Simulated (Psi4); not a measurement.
# PBE/def2-TZVP run of HNO2 (SMILES O=NO)

What is the vertical ionisation energy of HNO2 at PBE/def2-TZVP? 

The calculation is run with Psi4 1.11.

**1. The system as given**

The species is HNO2 (4 atoms), meant as a singlet with charge 0. As SMILES, `O=NO`. The coordinates come from a PBE0-D4/def2-TZVP relaxation.

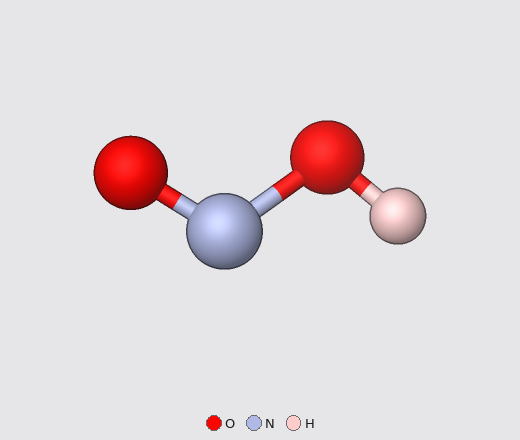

The structure, seen from a chosen angle (oxygen red, nitrogen light blue, hydrogen pink).

**2. Energy and forces at PBE/def2-TZVP**

The input, hno2.json:

```json
{
  "schema_name": "qcschema_input",
  "schema_version": 1,
  "molecule": {
    "schema_name": "qcschema_molecule",
    "schema_version": 2,
    "symbols": ["O", "N", "O", "H"],
    "geometry": [0.78168521, 0.08925176, 2.71602777, 0.60499582, -0.79255114, 0.71312595, -0.68530918, 0.82138836, -0.93097358, -0.70135295, -0.11808899, -2.49818014],
    "molecular_charge": 0,
    "molecular_multiplicity": 1,
    "fix_symmetry": "c1"
  },
  "driver": "gradient",
  "model": {
    "method": "pbe",
    "basis": "def2-TZVP"
  },
  "keywords": {
    "puream": true,
    "e_convergence": 1e-09,
    "d_convergence": 1e-08,
    "scf_type": "pk",
    "dft_radial_points": 99,
    "dft_spherical_points": 590
  }
}
```

On the command line:

```sh
$ psi4 --qcschema hno2.json -n 1 --memory 2200MB
```

stdout (excerpt; [...] marks lines left out):

```text
[...]
  Running in c1 symmetry.
[...]
  Nuclear repulsion =   70.553867082187708
[...]
  Multiplicity = 1
[...]
  Nalpha       = 12
  Nbeta        = 12
[...]
    Number of basis functions: 99
[...]
   @RKS iter   1:  -205.45023414097781   -1.27071e-01   6.72997e-03 ADIIS/DIIS
[...]
   @RKS iter  11:  -205.59871311055170   -5.74119e-12   5.19082e-09 DIIS
[...]
    Orbital Energies [Eh]
    ---------------------
    Doubly Occupied:
       1A    -18.824241     2A    -18.823490     3A    -14.153925
       4A     -1.148405     5A     -0.985396     6A     -0.629197
       7A     -0.518322     8A     -0.469390     9A     -0.459112
      10A     -0.368941    11A     -0.317124    12A     -0.236156
[...]
  @RKS Final Energy:  -205.59871311055170
   => Energetics <=
    Nuclear Repulsion Energy =             70.5538670821877076
    One-Electron Energy =                -421.1918354378743743
    Two-Electron Energy =                 169.1873781855063044
    DFT Exchange-Correlation Energy =     -24.1481229403713336
    Empirical Dispersion Energy =           0.0000000000000000
    VV10 Nonlocal Energy =                  0.0000000000000000
    Total Energy =                       -205.5987131105516994
[...]
 Multipole Moments:
 ------------------------------------------------------------------------------------
     Multipole            Electronic (a.u.)      Nuclear  (a.u.)        Total (a.u.)
 ------------------------------------------------------------------------------------
 L = 1.  Multiply by 2.5417464519 to convert [e a0] to [Debye]
 Dipole X            :          0.3302448           -0.4475488           -0.1173040
 Dipole Y            :         -0.1597541           -0.0906441           -0.2503982
 Dipole Z            :          0.8291523           -1.6187798           -0.7896275
 Magnitude           :                                                    0.8366427
[...]
  -Total Gradient:
     Atom            X                  Y                   Z
    ------   -----------------  -----------------  -----------------
       1       -0.003544274973    -0.011933163943    -0.030898669326
       2       -0.008908877719     0.026812715788     0.013907097739
       3        0.012468756231    -0.021289650837     0.006709276128
       4       -0.000013327408     0.006409174034     0.010288295048
[...]
```

The result, in JSON:

```text
{
 "driver": "gradient",
 "model": {
  "method": "pbe",
  "basis": "def2-TZVP"
 },
 "success": true,
 "return_result": [-0.0035442749731077264, -0.011933163942906222, -0.030898669326106853, -0.008908877718952296, 0.026812715787720987, 0.013907097738624474, 0.012468756231179642, -0.021289650836703422, 0.006709276127940311, -1.3327408077509761e-05, 0.006409174034150283, 0.01028829504780765],
 "properties": {
  "calcinfo_nbasis": 99,
  "calcinfo_nmo": 99,
  "calcinfo_nalpha": 12,
  "calcinfo_nbeta": 12,
  "calcinfo_natom": 4,
  "nuclear_repulsion_energy": 70.55386708218771,
  "return_energy": -205.5987131105517,
  "return_gradient": [-0.0035442749731077264, -0.011933163942906222, -0.030898669326106853, -0.008908877718952296, 0.026812715787720987, 0.013907097738624474, 0.012468756231179642, -0.021289650836703422, 0.006709276127940311, -1.3327408077509761e-05, 0.006409174034150283, 0.01028829504780765],
  "scf_one_electron_energy": -421.1918354378744,
  "scf_two_electron_energy": 169.1873781855063,
  "scf_xc_energy": -24.148122940371334,
  "scf_dipole_moment": [-0.11730400933503204, -0.25039817797707387, -0.7896274605412155],
  "scf_total_energy": -205.5987131105517,
  "scf_total_gradient": [-0.0035442749731077264, -0.011933163942906222, -0.030898669326106853, -0.008908877718952296, 0.026812715787720987, 0.013907097738624474, 0.012468756231179642, -0.021289650836703422, 0.006709276127940311, -1.3327408077509761e-05, 0.006409174034150283, 0.01028829504780765],
  "scf_iterations": 11
 }
}
```

It took 9 s on 1 thread of AMD EPYC 9R45 (Zen 5), shared host; peak memory 0.95 GiB.

**3. The doublet cation at the same level**

The input, hno2.json:

```json
{
 "schema_name": "qcschema_input",
 "schema_version": 1,
 "molecule": {
  "schema_name": "qcschema_molecule",
  "schema_version": 2,
  "symbols": ["O", "N", "O", "H"],
  "geometry": [0.78168521, 0.08925176, 2.71602777, 0.60499582, -0.79255114, 0.71312595, -0.68530918, 0.82138836, -0.93097358, -0.70135295, -0.11808899, -2.49818014],
  "molecular_charge": 1,
  "molecular_multiplicity": 2,
  "fix_symmetry": "c1",
  "fix_com": true,
  "fix_orientation": true
 },
 "driver": "gradient",
 "model": {
  "method": "pbe",
  "basis": "def2-TZVP"
 },
 "keywords": {
  "reference": "uks",
  "puream": true,
  "e_convergence": 1e-09,
  "d_convergence": 1e-08,
  "scf_type": "pk",
  "dft_radial_points": 99,
  "dft_spherical_points": 590,
  "maxiter": 100
 }
}
```

On the command line:

```sh
$ psi4 --qcschema hno2.json -n 1 --memory 2200MB
```

stdout (excerpt; [...] marks lines left out):

```text
[...]
  Running in c1 symmetry.
[...]
  Nuclear repulsion =   70.553867082187708
[...]
  Multiplicity = 2
[...]
  Nalpha       = 12
  Nbeta        = 11
[...]
    Number of basis functions: 99
[...]
   @UKS iter   1:  -205.12386168399246    1.99301e-01   4.78334e-03 ADIIS/DIIS
[...]
   @UKS iter  13:  -205.19830934010392   -1.38698e-11   8.74559e-09 DIIS
[...]
   @S^2 Observed:                7.529738758E-01
[...]
  @UKS Final Energy:  -205.19830934010392
   => Energetics <=
    Nuclear Repulsion Energy =             70.5538670821877076
    One-Electron Energy =                -412.6122340092287004
    Two-Electron Energy =                 160.6023130153455725
    DFT Exchange-Correlation Energy =     -23.7422554284084875
    Empirical Dispersion Energy =           0.0000000000000000
    VV10 Nonlocal Energy =                  0.0000000000000000
    Total Energy =                       -205.1983093401039184
[...]
 Multipole Moments:
 ------------------------------------------------------------------------------------
     Multipole            Electronic (a.u.)      Nuclear  (a.u.)        Total (a.u.)
 ------------------------------------------------------------------------------------
 L = 1.  Multiply by 2.5417464519 to convert [e a0] to [Debye]
 Dipole X            :         -4.1678400            4.3046260            0.1367861
 Dipole Y            :         -1.9528509            1.6191740           -0.3336769
 Dipole Z            :        -16.8619377           16.7741350           -0.0878026
 Magnitude           :                                                    0.3711604
[...]
  -Total Gradient:
     Atom            X                  Y                   Z
    ------   -----------------  -----------------  -----------------
       1       -0.015780472692     0.034986710011     0.004473839183
       2        0.029554504249    -0.070214010912    -0.015937102452
       3       -0.017290890092     0.024161222324    -0.017947929839
       4        0.003519121976     0.011065198387     0.029417223149
[...]
```

The result, in JSON:

```text
{
 "driver": "gradient",
 "model": {
  "method": "pbe",
  "basis": "def2-TZVP"
 },
 "success": true,
 "return_result": [-0.015780472692192016, 0.034986710010804556, 0.004473839182719375, 0.02955450424866299, -0.07021401091155055, -0.015937102452272756, -0.01729089009179649, 0.0241612223240118, -0.017947929838906168, 0.0035191219760331467, 0.011065198387210207, 0.029417223149483196],
 "properties": {
  "calcinfo_nbasis": 99,
  "calcinfo_nmo": 99,
  "calcinfo_nalpha": 12,
  "calcinfo_nbeta": 11,
  "calcinfo_natom": 4,
  "nuclear_repulsion_energy": 70.55386708218771,
  "return_energy": -205.19830934010392,
  "return_gradient": [-0.015780472692192016, 0.034986710010804556, 0.004473839182719375, 0.02955450424866299, -0.07021401091155055, -0.015937102452272756, -0.01729089009179649, 0.0241612223240118, -0.017947929838906168, 0.0035191219760331467, 0.011065198387210207, 0.029417223149483196],
  "scf_one_electron_energy": -412.6122340092287,
  "scf_two_electron_energy": 160.60231301534557,
  "scf_xc_energy": -23.742255428408487,
  "scf_dipole_moment": [0.13678607060988135, -0.33367692157502105, -0.08780263817161682],
  "scf_total_energy": -205.19830934010392,
  "scf_total_gradient": [-0.015780472692192016, 0.034986710010804556, 0.004473839182719375, 0.02955450424866299, -0.07021401091155055, -0.015937102452272756, -0.01729089009179649, 0.0241612223240118, -0.017947929838906168, 0.0035191219760331467, 0.011065198387210207, 0.029417223149483196],
  "scf_iterations": 13
 }
}
```

Run time: 14 s. Hardware: 1 thread of AMD EPYC 9R45 (Zen 5), shared host; peak memory 0.95 GiB.

**4. Outcome**

Level: PBE/def2-TZVP.

| quantity | value |
| --- | --- |
| singlet HNO2: total energy | -205.59871 Eh |
| singlet HNO2: dipole moment | 2.13 D |
| singlet HNO2: HOMO energy | -6.43 eV |
| singlet HNO2: LUMO energy | -3.29 eV |
| singlet HNO2: HOMO–LUMO gap | 3.14 eV |
| singlet HNO2: largest force on an atom | 1.713 eV/Å |
| doublet cation: total energy | -205.19831 Eh |
| doublet cation: HOMO energy (highest over α and β) | -16.99 eV |
| doublet cation: LUMO energy (lowest over α and β) | -15.43 eV |
| doublet cation: ⟨S²⟩ | 0.753 |
| doublet cation: largest force on an atom | 4.002 eV/Å |
| vertical ionisation energy (to the doublet cation) | 10.896 eV |

In words: Removing an electron at fixed nuclei costs 10.90 eV (251 kcal/mol). The largest force (singlet HNO2) is 1.71 eV/Å: the shape isn't a stationary point for this species at this level. −ε(HOMO) before ionisation, 6.43 eV, is 4.47 eV below this ionisation energy.
